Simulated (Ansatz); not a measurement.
## Work function of Ta(110): what the settings cost and change

How thick a slab and how much vacuum does the work function of Ta(110) need?

Main program and level: Ansatz 0.2.0; plane-wave DFT, PBE, Ansatz PAW.

**What experiment says.**

“Anisotropic work function of elemental crystals” (2019, arxiv:1902.07811) quotes from earlier work for Ta (clean (110) face, a compiled value): work function (clean (110) face, a compiled value) 4.74 eV.

### Step 1. Set-up

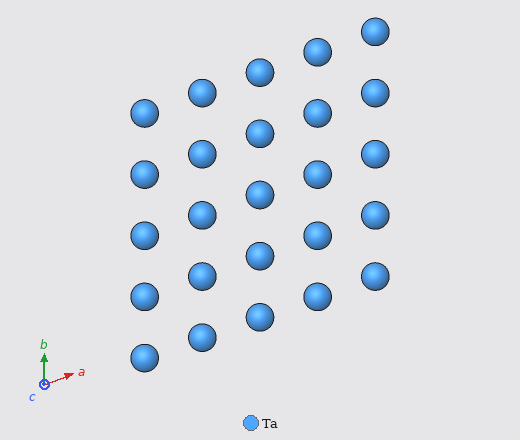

The starting structure, seen from above (tantalum blue). 4×4×1 cells are drawn. Some periodic images of atoms are drawn too.

The cell holds 1 atom: 1 Ta. Its edges and angles: a = 2.867 Å, b = 2.867 Å, c = 18.000 Å, α = 90.0°, β = 90.0°, γ = 70.5°. Vacuum lies along c.

As a file:

```cif
data_structure
_symmetry_space_group_name_H-M 'P 1'
_symmetry_Int_Tables_number 1
_cell_length_a 2.8665
_cell_length_b 2.8665
_cell_length_c 18.0000
_cell_angle_alpha 90.000
_cell_angle_beta 90.000
_cell_angle_gamma 70.529
_cell_volume 139.45
loop_
_atom_site_label
_atom_site_type_symbol
_atom_site_fract_x
_atom_site_fract_y
_atom_site_fract_z
_atom_site_occupancy
Ta1 Ta 0.00000 0.00000 0.50000 1
```

### Step 2. Run, setting 1 layer

A work function rests on the faint tail of the density, so the SCF threshold is tight. The slab grows from one layer, at fixed mesh and 18 Å of vacuum; then the vacuum is varied on one slab.

File input.yaml:

```yaml
crystal:
  lattice:
    - [2.3405234457, -1.655, 0.0]
    - [2.3405234457, 1.655, 0.0]
    - [0.0, 0.0, 18.0]
  atoms:
    - { symbol: Ta, position: [0.0, 0.0, 0.5] }
kpoints:
  mp_grid: { grid: [15, 15, 1] }
hamiltonian:
  xc: pbe
scf:
  occupations: { method: fermi_dirac, width: 0.1 }
  convergence: { dr2_threshold: 1.0e-09 }
efield:
  axis: 3
  dipole_correction: true
  ramp_position: 0.97
  ramp_width: 0.06
output:
  write_potential: true
  write_density: true
  volumetric_format: npy
  elf: true
```

Run with:

```sh
> ansatz run input.yaml --threads 2 --pin off --max-ram 3072MiB --backend cpu --events-out ev --progress --plain --runs-dir out
```

Numbers of over 12 decimals in the logs are rounded to 6 here.

The program printed:

```text
Engine: ansatz 0.2.0, aarch64-unknown-linux-gnu
Pseudopotentials: kind: paw
Pseudopotential: Ta, paw, valence charge 13, recommended cutoff 420 eV (normal), Ta.paw.azcp
Functional definition: PBE
  parameter kappa = 0.804
  parameter beta = 0.066725
  exchange = pbe_x(kappa = kappa, mu = beta*pi^2/3)
  correlation = pbe_c(beta = beta)
Crystal: 1 atoms, lattice volume = 139.448 Å³
Basis set: ecut = 420 eV, 2731 PW (Γ)
Bands: 11, of which v1, the nominal top of the filled ones, is band 7 counted from 1 (6 counted from 0)
Symmetry: 4 space group operations
k-points: 64 of 225
Non-local potential: Ta, projectors of the file, l = 0: 3, l = 1: 2, l = 2: 2, l = 3: 1
PAW form: soft (Blöchl's): semilocal exchange-correlation on the pseudo side does not see the compensation charge
PAW one-centre angular grid: Ta, 590 points (default); XC on 64 Gauss nodes
Initial density: superposition of atomic densities (neutral atoms: chi_scale 0, normalization atom), corrected by the library's trained network
Initial wavefunctions: pseudopotential atomic-orbital guess
Functional: x = pbe(κ = 0.804, μ = 0.219515), c = pbe(β = 0.066725)
SCF iter   1: F=—  HF=-9929.408705 eV  |F-HF|=—  |Δ(HF+E_count)|=         —  Δρ=2.66e-3  dr2=1.78e-2  ethr=1.77e-3  p=0.000 e·Å  D=2.51e-16 V/Å  ΔV_dip=-0.00 eV  dr2_dipole=6.71e-11  V_vac-E_F(+/−)=4.25/4.25 eV  ⟨swp⟩=6.0  Hψ=4501  notcnv=0
efield: sawtooth ramp at fractional position 0.9700 (set: `efield.ramp_position`, or a place that a band, a saddle search or an elastic batch's reference lends), width 0.0600; the density the first Hamiltonian is built on has a dipole p = 0.000 e·Å; the dipole correction subtracts the counter field D = 2.51e-16 V/Å, which shifts the + side's vacuum level by -0.00 eV against the − side's; the planar-averaged density in the ramp window peaks in size at 2.1e-5 e/Å³
preconditioner: auto → LDOS  [metal: Δε(μ)=0.019 eV  Ē_g=4.483 eV  σ=0.100 eV  W_gap=0.05  n_scr=10 (ndim 8)  ℏωp=7.0 eV  f_vac=0.719  D(μ)=2.14/eV (n_scr^D=8)  β→1.0]
SCF iter   2: F=—  HF=-9929.411169 eV  |F-HF|=—  |Δ(HF+E_count)|=   2.46e-3  Δρ=1.33e-3  dr2=1.77e-3  ethr=1.37e-4  p=0.000 e·Å  D=1.74e-6 V/Å  ΔV_dip=-0.00 eV  dr2_dipole=7.85e-11  V_vac-E_F(+/−)=4.69/4.69 eV  ⟨swp⟩=2.4  Hψ=1647  notcnv=0
SCF iter   3: F=—  HF=-9929.411417 eV  |F-HF|=—  |Δ(HF+E_count)|=   2.47e-4  Δρ=3.90e-4  dr2=5.35e-4  ethr=1.36e-5  p=0.000 e·Å  D=3.68e-7 V/Å  ΔV_dip=-0.00 eV  dr2_dipole=3.08e-12  V_vac-E_F(+/−)=4.73/4.73 eV  ⟨swp⟩=2.5  Hψ=1144  notcnv=0
SCF iter   4: F=—  HF=-9929.411352 eV  |F-HF|=—  |Δ(HF+E_count)|=   6.50e-5  Δρ=1.11e-4  dr2=3.89e-5  ethr=4.12e-6  p=0.000 e·Å  D=2.04e-7 V/Å  ΔV_dip=-0.00 eV  dr2_dipole=2.13e-12  V_vac-E_F(+/−)=4.77/4.77 eV  ⟨swp⟩=1.4  Hψ=768  notcnv=0
SCF iter   5: F=—  HF=-9929.411375 eV  |F-HF|=—  |Δ(HF+E_count)|=   2.31e-5  Δρ=3.54e-5  dr2=5.16e-6  ethr=3.00e-7  p=-0.000 e·Å  D=-8.38e-8 V/Å  ΔV_dip=0.00 eV  dr2_dipole=2.45e-12  V_vac-E_F(+/−)=4.79/4.79 eV  ⟨swp⟩=2.4  Hψ=900  notcnv=0
SCF iter   6: F=—  HF=-9929.411373 eV  |F-HF|=—  |Δ(HF+E_count)|=   1.72e-6  Δρ=1.34e-5  dr2=1.89e-7  ethr=3.97e-8  p=0.000 e·Å  D=3.84e-8 V/Å  ΔV_dip=-0.00 eV  dr2_dipole=6.85e-13  V_vac-E_F(+/−)=4.79/4.79 eV  ⟨swp⟩=2.1  Hψ=870  notcnv=0
SCF iter   7: F=—  HF=-9929.411375 eV  |F-HF|=—  |Δ(HF+E_count)|=   1.77e-6  Δρ=1.45e-6  dr2=1.47e-9  ethr=1.46e-9  p=-0.000 e·Å  D=-7.64e-8 V/Å  ΔV_dip=0.00 eV  dr2_dipole=1.39e-12  V_vac-E_F(+/−)=4.80/4.80 eV  ⟨swp⟩=2.0  Hψ=880  notcnv=0
SCF iter   8: F=-9929.411375 eV  HF=-9929.411375 eV  |F-HF|=2.00e-11  |Δ(HF+E_count)|=   2.53e-9  Δρ=2.06e-7  dr2=8.71e-11  ethr=7.69e-12  p=0.000 e·Å  D=8.29e-8 V/Å  ΔV_dip=-0.00 eV  dr2_dipole=1.94e-12  V_vac-E_F(+/−)=4.80/4.80 eV  ⟨swp⟩=5.1  Hψ=2539  notcnv=0
SCF 1 converged in 8 iterations: F = -9929.411375 eV  dr2 = 8.71e-11
  greatest PAW one-centre occupation: 0.999 electrons in one spin orbital (limit 2), on the Ta atom at site 0 (counted from 0), in its partial waves of l = 0
WARN: The output density's exchange-correlation potential varies sharply where the density is thin. Do not read a vacuum level from v_tot or v_xc, or from such a field of the output density. On a cell that repeats whose density bears no net charge and no dipole along the vacuum's axis use v_es (v_loc + v_h of the components); under efield.dipole_correction with no amplitude use v_es + v_field, which holds any externa [...]
SCF converged after 8 iterations
Free energy (F): -9929.411375 eV
Harris-Foulkes:  -9929.411375 eV  (|F-HF|=2.00e-11)
Internal energy: -9929.341803 eV  (E = F + TS)
E sigma→0 (E₀):  -9929.376589 eV
Entropy (-TS):   -0.069572 eV (-69.572 meV/atom)
Fermi energy:    -1.538965 eV
Dipole field:    D = -0.000002 V/Å  (p = -0.000002 e·Å, saw-weighted, corrected)
Work function:   Φ+ = 4.7964 eV   Φ− = 4.7964 eV
Levels:          The Fermi level and band energies are counted from a zero that moves with the ramp; work functions are not
--- Per-component energies (eV) ---
  E_band       = -370.055695
  E_kinetic    = 359.237649
  E_local      = -5451.383846  (includes V_loc(G=0)·N_el)
  E_nonlocal   = 14.371771
  E_hartree    = 2508.852243
  E_xc         = -214.274898
  E_vxc        = -198.430449  (∫ρ·V_xc dr)
  E_paw        = -8395.694191  (= ΣΔE_a)
  E_vpaw       = -111.556028  (= ΣTr[D̂ρ^β])
  E_aug_tail   = 0.000146  (compensation charges beyond the density's cutoff)
  E_efield     = 0.000000  (sawtooth field / dipole correction)
  E_vefield    = 0.000000  (∫n·V_field dr)
  E_ewald      = 1249.549323
  E_smearing   = -0.069572  (= −TS)
  E_closure    = 0.000000  (closes the sum)
  Σ components = -9929.411375   (vs F -9929.411375, Δ=0.00e0)
--- Band table (eV; the first three rows and the last of 64) ---
  k-point 0: bands = [... 3 lower, -35.3302, -7.0730, -2.3420, -2.1779, -1.0688, 1.5952, 1.7406, 2.3781]
  k-point 1: bands = [... 3 lower, -35.3499, -6.9209, -2.3100, -2.1062, -1.1367, 1.5574, 1.7332, 2.2989]
  k-point 2: bands = [... 3 lower, -35.3931, -6.4887, -2.2547, -1.8719, -1.3498, 1.5178, 1.7727, 2.1611]
  k-point 63: bands = [... 3 lower, -35.9986, -4.3244, -2.5853, -0.2279, 0.3345, 1.8185, 5.3603, 5.8508]
```

Run time: 15 s. Hardware: 2 threads of Arm Neoverse N1, shared host; peak memory 0.45 GiB; 27 s of CPU time.

Reading the cycles: dr2 is the Hartree energy of the density residual (eV), the measure of convergence; HF is the Harris–Foulkes estimate of the energy, which meets the free energy F at convergence.

This step gave:

- energy at zero smearing: -9929.3766 eV
- work function, upper face: 4.796 eV

Running mean over 2.341 Å of the planar mean; the ramp of the sawtooth is left out. Table of electron's electrostatic potential energy less the Fermi level by z:

```csv
z (Å),electron's electrostatic potential energy less the Fermi level (eV)
3,4.80
4,4.79
5,4.78
6,4.62
7,3.00
8,-5.14
9,-10.1
10,-5.14
11,3.00
12,4.62
13,4.78
14,4.79
15,4.80
```

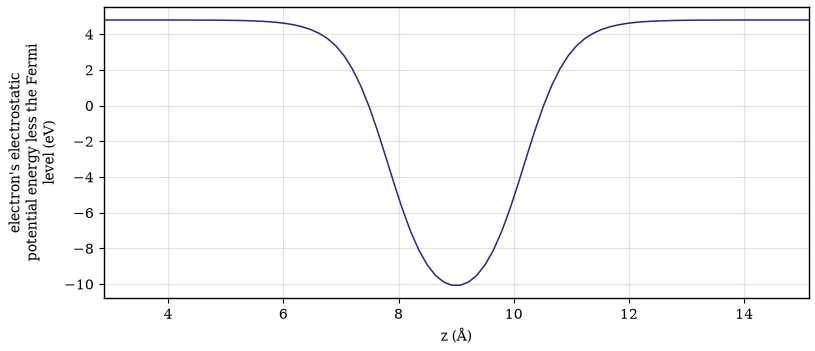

Electron's electrostatic potential energy less the Fermi level against z.

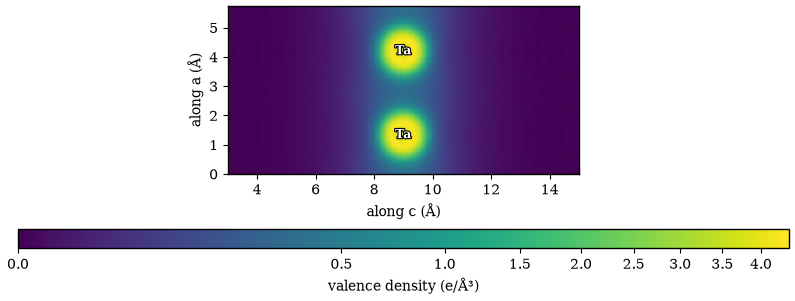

Valence density in the ca plane at fractional y = 0.000, with atoms of Ta within 0.2 Å of it. It is the smooth field of the valence electrons, not physical close to the nuclei. The map starts off the cell's origin, so that atoms lie inside it. The colour scale is stretched toward low values. The far vacuum is left out of the map.

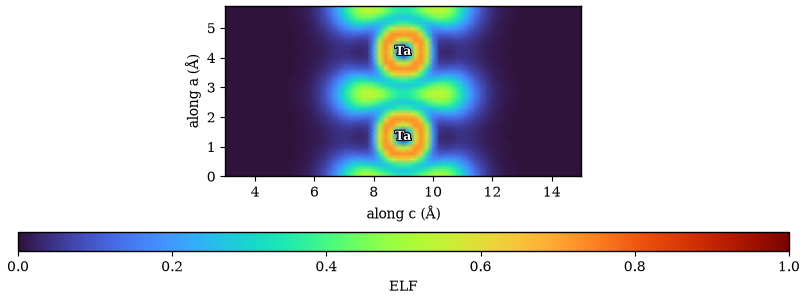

ELF in the ca plane at fractional y = 0.000, with atoms of Ta within 0.2 Å of it. It is the smooth field of the valence electrons, not physical close to the nuclei. The map starts off the cell's origin, so that atoms lie inside it. The far vacuum is left out of the map.

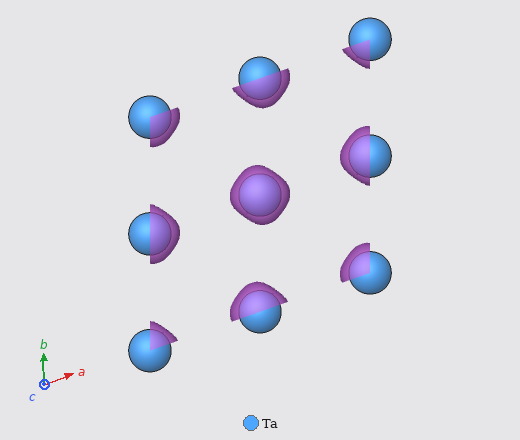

Surface of ELF = 0.66. 2×2×1 cells are drawn.

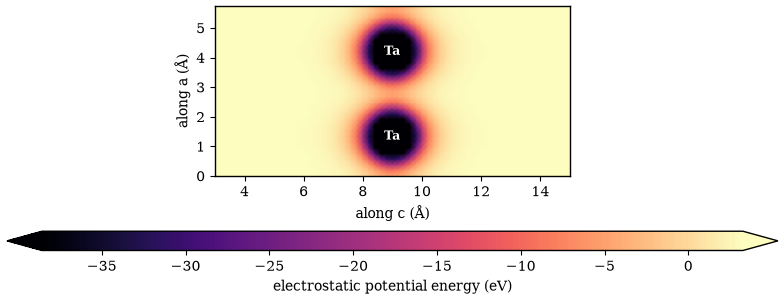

Electrostatic potential energy in the ca plane at fractional y = 0.000, with atoms of Ta within 0.2 Å of it. With pseudopotentials it is smooth inside the atoms' cores, unlike the true potential. The map starts off the cell's origin, so that atoms lie inside it. The far vacuum is left out of the map.

The work function is 4.796 eV.

### Step 3. Run, 2 atoms

System of this step: Ta(110). The cell holds 2 atoms: 2 Ta. Its edges and angles: a = 2.867 Å, b = 2.867 Å, c = 20.341 Å, α = 90.0°, β = 90.0°, γ = 70.5°. Vacuum lies along c.

input.yaml, the sections that differ from step 2:

```yaml
crystal:
  lattice:
    - [2.3405234457, -1.655, 0.0]
    - [2.3405234457, 1.655, 0.0]
    - [0.0, 0.0, 20.3405234457]
  atoms:
    - { symbol: Ta, position: [0.0, 0.0, 0.4424664893] }
    - { symbol: Ta, position: [0.5, 0.5, 0.5575335107] }
output:
  write_potential: true
  write_density: true
  volumetric_format: npy
# kpoints, hamiltonian, scf, efield: as in step 2
```

The program printed:

```text
[...]
Crystal: 2 atoms, lattice volume = 157.581 Å³
Basis set: ecut = 420 eV, 3085 PW (Γ)
Bands: 17, of which v1, the nominal top of the filled ones, is band 13 counted from 1 (12 counted from 0)
Symmetry: 4 space group operations
k-points: 64 of 225
[...]
k-point 0: bands = [... 9 lower, -3.9514, -0.4485, 0.2635, 0.6514, 0.7753, 1.5974, 2.6575, 3.9881]
  k-point 1: bands = [... 9 lower, -3.8006, -0.4236, 0.2287, 0.6520, 0.8635, 1.4587, 2.6851, 3.9134]
  k-point 2: bands = [... 9 lower, -3.3815, -0.3769, 0.1349, 0.5703, 1.0567, 1.2375, 2.7796, 3.8502]
  k-point 63: bands = [... 9 lower, -2.3123, -1.9625, 0.4216, 1.2876, 2.7865, 3.5150, 3.9235, 4.2630]
[key lines of the parts left out:]
SCF converged after 8 iterations
Free energy (F): -19862.138638 eV
Fermi energy:    0.876621 eV
Dipole field:    D = -0.000000 V/Å  (p = -0.000000 e·Å, saw-weighted, corrected)
Work function:   Φ+ = 4.7013 eV   Φ− = 4.7012 eV
```

Wall time 23 s (2 threads); peak memory 0.45 GiB.

The work function is 4.701 eV, -0.095 eV from the run “1 layer”, at 1.6 times its CPU time.

### Step 4. Run, 3 atoms

System of this step: Ta(110). The cell holds 3 atoms: 3 Ta. Its edges and angles: a = 2.867 Å, b = 2.867 Å, c = 22.681 Å, α = 90.0°, β = 90.0°, γ = 70.5°. Vacuum lies along c.

input.yaml, the sections that differ from step 3:

```yaml
crystal:
  lattice:
    - [2.3405234457, -1.655, 0.0]
    - [2.3405234457, 1.655, 0.0]
    - [0.0, 0.0, 22.6810468915]
  atoms:
    - { symbol: Ta, position: [0.0, 0.0, 0.3968070805] }
    - { symbol: Ta, position: [0.5, 0.5, 0.5] }
    - { symbol: Ta, position: [0.0, 0.0, 0.6031929195] }
# kpoints, hamiltonian, scf, efield, output: as in step 3
```

The program printed:

```text
[...]
Crystal: 3 atoms, lattice volume = 175.713 Å³
Basis set: ecut = 420 eV, 3449 PW (Γ)
Bands: 24, of which v1, the nominal top of the filled ones, is band 20 counted from 1 (19 counted from 0)
Symmetry: 4 space group operations
k-points: 64 of 225
[...]
--- Band table (eV; the first three rows and the last of 64) ---
  k-point 0: bands = [... 16 lower, 1.8846, 2.1815, 2.3666, 2.7787, 3.0021, 3.5534, 3.9421, 5.8378]
  k-point 1: bands = [... 16 lower, 1.9007, 2.1531, 2.3304, 2.7776, 3.0120, 3.3889, 3.9781, 5.7288]
  k-point 2: bands = [... 16 lower, 1.9270, 2.0502, 2.1806, 2.6235, 2.9979, 3.2819, 4.0991, 5.5765]
  k-point 63: bands = [... 16 lower, 1.0261, 1.6515, 3.6080, 3.7712, 4.4016, 5.0416, 5.3936, 6.7001]
[key lines of the parts left out:]
SCF converged after 9 iterations
Free energy (F): -29794.484631 eV
Fermi energy:    2.640876 eV
Dipole field:    D = -0.000002 V/Å  (p = -0.000002 e·Å, saw-weighted, corrected)
Work function:   Φ+ = 4.7896 eV   Φ− = 4.7896 eV
```

Run time: 37 s. Hardware: 2 threads; peak memory 0.54 GiB.

The work function is 4.790 eV, +0.088 eV from the run “2 layers”, at 1.6 times its CPU time.

### Step 5. Run, 4 atoms

System of this step: Ta(110). The cell holds 4 atoms: 4 Ta. Its edges and angles: a = 2.867 Å, b = 2.867 Å, c = 25.022 Å, α = 90.0°, β = 90.0°, γ = 70.5°. Vacuum lies along c.

input.yaml, the sections that differ from step 4:

```yaml
crystal:
  lattice:
    - [2.3405234457, -1.655, 0.0]
    - [2.3405234457, 1.655, 0.0]
    - [0.0, 0.0, 25.0215703372]
  atoms:
    - { symbol: Ta, position: [0.0, 0.0, 0.3596896549] }
    - { symbol: Ta, position: [0.5, 0.5, 0.453229885] }
    - { symbol: Ta, position: [0.0, 0.0, 0.546770115] }
    - { symbol: Ta, position: [0.5, 0.5, 0.6403103451] }
# kpoints, hamiltonian, scf, efield, output: as in step 4
```

The program printed:

```text
[...]
Crystal: 4 atoms, lattice volume = 193.845 Å³
Basis set: ecut = 420 eV, 3793 PW (Γ)
Bands: 32, of which v1, the nominal top of the filled ones, is band 26 counted from 1 (25 counted from 0)
Symmetry: 4 space group operations
k-points: 64 of 225
[...]
k-point 0: bands = [... 22 lower, 3.6217, 3.7539, 3.9004, 4.3598, 4.4622, 4.6126, 5.1798, 5.2216, ... 2 higher]
  k-point 1: bands = [... 22 lower, 3.5766, 3.7563, 3.9004, 4.2196, 4.4403, 4.6508, 4.9938, 5.2577, ... 2 higher]
  k-point 2: bands = [... 22 lower, 3.4409, 3.6913, 3.8797, 3.9326, 4.2494, 4.5497, 4.9453, 5.3779, ... 2 higher]
  k-point 63: bands = [... 22 lower, 2.9348, 3.3424, 4.1358, 5.5816, 5.6066, 6.3806, 6.5330, 6.6815, ... 2 higher]
[key lines of the parts left out:]
SCF converged after 9 iterations
Free energy (F): -39726.770362 eV
Fermi energy:    4.099117 eV
Dipole field:    D = -0.000001 V/Å  (p = -0.000001 e·Å, saw-weighted, corrected)
Work function:   Φ+ = 4.8151 eV   Φ− = 4.8151 eV
```

Run time: 48 s. Hardware: 2 threads; peak memory 0.65 GiB; 91 s of CPU time.

The work function is 4.815 eV, +0.025 eV from the run “3 layers”, at 1.3 times its CPU time.

### Step 6. Run, 5 atoms

System of this step: Ta(110). The cell holds 5 atoms: 5 Ta. Its edges and angles: a = 2.867 Å, b = 2.867 Å, c = 27.362 Å, α = 90.0°, β = 90.0°, γ = 70.5°. Vacuum lies along c.

input.yaml, the sections that differ from step 5:

```yaml
crystal:
  lattice:
    - [2.3405234457, -1.655, 0.0]
    - [2.3405234457, 1.655, 0.0]
    - [0.0, 0.0, 27.3620937829]
  atoms:
    - { symbol: Ta, position: [0.0, 0.0, 0.3289221969] }
    - { symbol: Ta, position: [0.5, 0.5, 0.4144610985] }
    - { symbol: Ta, position: [0.0, 0.0, 0.5] }
    - { symbol: Ta, position: [0.5, 0.5, 0.5855389015] }
    - { symbol: Ta, position: [0.0, 0.0, 0.6710778031] }
# kpoints, hamiltonian, scf, efield, output: as in step 5
```

The program printed:

```text
[...]
Crystal: 5 atoms, lattice volume = 211.978 Å³
Basis set: ecut = 420 eV, 4153 PW (Γ)
Bands: 39, of which v1, the nominal top of the filled ones, is band 33 counted from 1 (32 counted from 0)
Symmetry: 4 space group operations
k-points: 64 of 225
[...]
k-point 0: bands = [... 29 lower, 4.9741, 5.2647, 5.5791, 5.7381, 5.8243, 5.9544, 6.3483, 6.5140, ... 2 higher]
  k-point 1: bands = [... 29 lower, 4.9406, 5.2694, 5.4921, 5.6037, 5.7935, 5.9878, 6.3114, 6.3834, ... 2 higher]
  k-point 2: bands = [... 29 lower, 4.8079, 5.1694, 5.3021, 5.3876, 5.5790, 5.8413, 6.2738, 6.5083, ... 2 higher]
  k-point 63: bands = [... 29 lower, 4.8670, 5.1434, 6.1707, 7.0327, 7.0425, 7.5341, 7.6426, 8.4456, ... 2 higher]
[key lines of the parts left out:]
SCF converged after 9 iterations
Free energy (F): -49659.027168 eV
Fermi energy:    5.343404 eV
Dipole field:    D = -0.000000 V/Å  (p = -0.000000 e·Å, saw-weighted, corrected)
Work function:   Φ+ = 4.7913 eV   Φ− = 4.7913 eV
```

Run time: 64 s. Hardware: 2 threads; peak memory 0.76 GiB.

The work function is 4.791 eV, -0.024 eV from the run “4 layers”, at 1.3 times its CPU time.

### Step 7. Slab, 6 atoms

System of this step: Ta(110). The cell holds 6 atoms: 6 Ta. Cell: a = 2.867 Å, b = 2.867 Å, c = 29.703 Å, α = 90.0°, β = 90.0°, γ = 70.5°. Vacuum lies along c.

input.yaml, the sections that differ from step 6:

```yaml
crystal:
  lattice:
    - [2.3405234457, -1.655, 0.0]
    - [2.3405234457, 1.655, 0.0]
    - [0.0, 0.0, 29.7026172286]
  atoms:
    - { symbol: Ta, position: [0.0, 0.0, 0.3030036017] }
    - { symbol: Ta, position: [0.5, 0.5, 0.381802161] }
    - { symbol: Ta, position: [0.0, 0.0, 0.4606007203] }
    - { symbol: Ta, position: [0.5, 0.5, 0.5393992797] }
    - { symbol: Ta, position: [0.0, 0.0, 0.618197839] }
    - { symbol: Ta, position: [0.5, 0.5, 0.6969963983] }
# kpoints, hamiltonian, scf, efield, output: as in step 6
```

The program printed:

```text
[...]
Crystal: 6 atoms, lattice volume = 230.110 Å³
Basis set: ecut = 420 eV, 4525 PW (Γ)
Bands: 47, of which v1, the nominal top of the filled ones, is band 39 counted from 1 (38 counted from 0)
Symmetry: 4 space group operations
k-points: 64 of 225
[...]
k-point 0: bands = [... 35 lower, 6.0679, 6.4518, 6.4879, 6.7213, 6.9319, 6.9770, 7.0239, 7.3145, ... 4 higher]
  k-point 1: bands = [... 35 lower, 6.0502, 6.3182, 6.4824, 6.6506, 6.8187, 6.8871, 7.0746, 7.3479, ... 4 higher]
  k-point 2: bands = [... 35 lower, 6.0169, 6.0521, 6.3260, 6.4565, 6.5965, 6.6662, 6.9075, 7.3618, ... 4 higher]
  k-point 63: bands = [... 35 lower, 5.6183, 6.5638, 6.5808, 7.6360, 8.1921, 8.4767, 8.5118, 8.6742, ... 4 higher]
[key lines of the parts left out:]
SCF converged after 9 iterations
Free energy (F): -59591.300408 eV
Fermi energy:    6.392816 eV
Dipole field:    D = -0.000001 V/Å  (p = -0.000001 e·Å, saw-weighted, corrected)
Work function:   Φ+ = 4.7804 eV   Φ− = 4.7803 eV
```

The job ended after 93 s (2 threads; peak memory 0.89 GiB).

The work function is 4.780 eV, -0.011 eV from the run “5 layers”, at 1.5 times its CPU time.

(Part 1 of 2 ends here.)

[Logs are printed without paths, hosts, clocks, repeated set-up lines and the standing remarks that a program may print on its own settings, such as how far it seeks lower states.]

[Hosts, paths, dates, database ids (printed as entryN), source tags and the programs' standing remarks are cut or masked in the printed files.]

[Maps of the electrostatic potential energy from Ansatz leave out the sawtooth potential of an applied field or a dipole correction, so their vacuum need not be flat; planar profiles and work functions include it.]
